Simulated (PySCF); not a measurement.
Potential energy curve for AuH, singlet.

UHF/def2-SVP, def2 effective core potentials past Kr (PySCF); UCCSD = PySCF with CCSD on UHF/def2-SVP, def2 effective core potentials past Kr; UKS-r2SCAN = unrestricted r2SCAN/def2-SVP, def2 effective core potentials past Kr in PySCF.

Energies are in kcal/mol, each relative to the lowest point of its own curve near equilibrium.

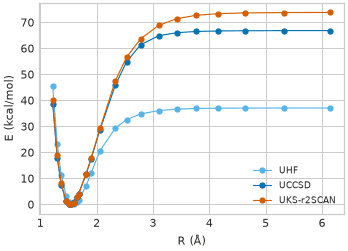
Fig. 1. Energy against bond length for each method.

```tsv
R / Å	UHF	UCCSD	UKS-r2SCAN
1.22	45.4	38.6	39.9
1.30	23.3	17.9	18.8
1.37	11.4	7.4	8.0
1.46	3.1	1.1	1.3
1.51	0.9	0.0	0.1
1.54	0.3	0.0	0.0
1.59	0.0	0.8	0.7
1.65	0.8	2.8	2.6
1.68	1.6	4.1	4.0
1.81	7.0	11.5	11.5
1.90	12.0	17.5	17.6
2.06	20.6	28.8	29.2
2.33	29.3	45.7	47.4
2.53	32.5	54.8	56.5
2.78	34.7	61.4	63.6
3.10	36.0	64.8	68.8
3.42	36.6	66.0	71.4
3.76	36.8	66.4	72.7
4.16	37.0	66.6	73.3
4.63	37.0	66.7	73.6
5.33	37.0	66.8	73.7
6.15	37.0	66.8	73.8
```

At the longest distance, 6.15 Å, UKS-r2SCAN lies highest above its minimum (73.8 kcal/mol) and UHF lowest (37.0 kcal/mol).

The unrestricted determinant behind UHF, UCCSD is spin-contaminated at 2.06 to 6.15 Å (<S²> up to 1.0, against 0.00 for a pure singlet). The unrestricted determinant behind UKS-r2SCAN is spin-contaminated at 2.33 to 6.15 Å (<S²> up to 1.0, against 0.00 for a pure singlet).
